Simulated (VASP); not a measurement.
Band structure of CsBr (CsCl type). All values below come from r2SCAN+rVV10, VASP's PBE PAW potentials (set 64) (plane waves; VASP 6.6.1).

Unless said otherwise, spin-orbit coupling is left out, though it shifts the bands of the heavy elements here.

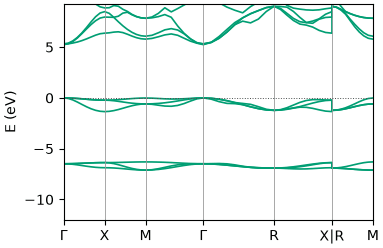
*Bands along high-symmetry lines, zero at the valence-band maximum or, without a gap, the Fermi level*

Question: Read the plot: is there a gap, and where are the band edges?

Answer: The gap is direct, 5.25 eV, from the valence maximum at Γ to the conduction minimum at Γ.

Measured: gap 7.30 eV (computed value off by -2.05 eV), as given by Aguado et al., (1998), arXiv:cond-mat/9809176.

The compound is CsBr in the CsCl type structure. It was relaxed first.
